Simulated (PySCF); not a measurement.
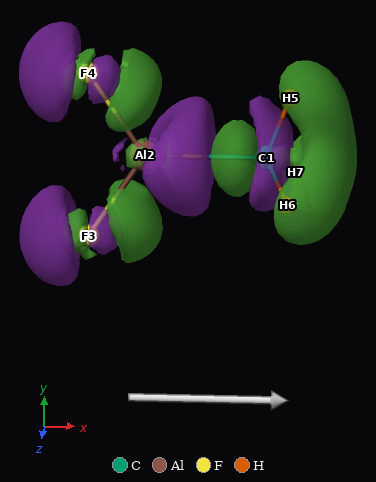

*CH3AlF2, SMILES `C[Al](F)F`. Change of the electron density in a uniform field of 0.21 V/Å along +x (arrow), surfaces at ±0.0015 e/Å³ (purple: gain, green: loss).*

PySCF calculation, ωB97X/def2-TZVP, gas phase; geometry: GFN2-xTB. No frequency check shows the geometry to be a minimum. A basis without diffuse functions makes polarisabilities too small.

Geometry (Å), atoms numbered from 1:

```
C1       1.9069    0.0055    0.0004
Al2     -0.0657    0.0002    0.0003
F3      -0.9672   -1.3814   -0.0004
F4      -0.9752    1.3768    0.0000
H5       2.2883    1.0257   -0.0042
H6       2.3026   -0.5105    0.8752
H7       2.3030   -0.5102   -0.8742
```

**How large is the response?**

The induced dipole is 0.39 D (along the field); α along this axis, from the fields in both directions, is 38 bohr³ (5.7 Å³).

**Which atoms gain and lose the most charge?**

Electrons gather most on Al2 (Hirshfeld charge changes by −0.008 e) and leave H6 and H7 alike most (+0.005 e); 0.037 electrons are displaced in all.
